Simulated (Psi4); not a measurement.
Coordinates of BH₂O, SMILES B[O], doublet (Å):

```xyz
4

B      0.0032    -0.0116    -0.0122
O      1.0266    -0.3412     0.6777
H     -1.0809    -0.5699     0.1242
H      0.0448     0.8823    -0.8516
```

Unscaled harmonic wavenumbers and double-harmonic intensities, PBE/def2-TZVP, Psi4 1.11, at a geometry relaxed at this level, isolated molecule. Modes within 2 cm⁻¹ of each other count as one line, with their intensities summed. Lorentzian lines of 16 cm⁻¹ full width. Close modes add up in the curve.

Q: Predict the infrared spectrum.

A: The most intense lines lie at 900.2 cm⁻¹ (32.6 km/mol), 2338.1 cm⁻¹ (14.3 km/mol) and 837.0 cm⁻¹ (9.7 km/mol). It has no imaginary mode, so it is a minimum.

| cm⁻¹ | km/mol |
| --- | --- |
| 503.0 | 2.9 |
| 837.0 | 9.7 |
| 900.2 | 32.6 |
| 1451.5 | 0.6 |
| 2338.1 (×2) | 14.3 |

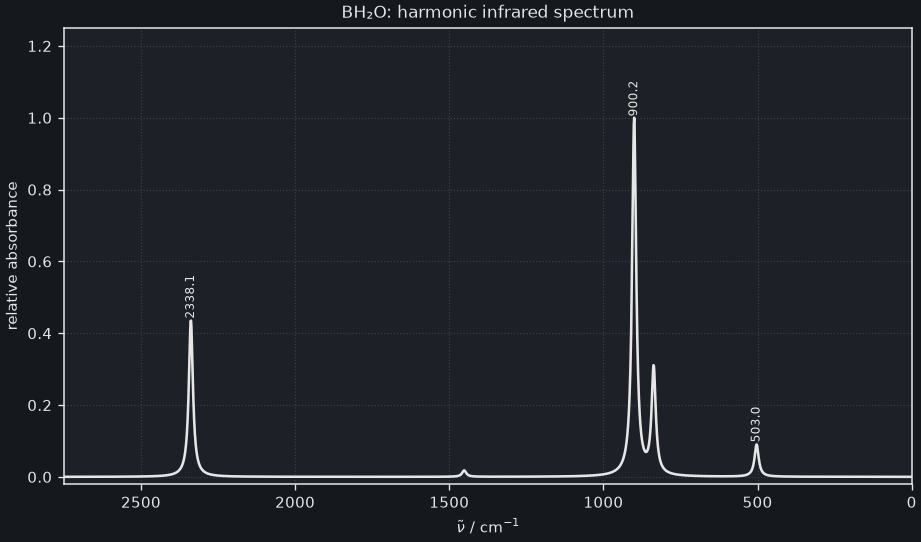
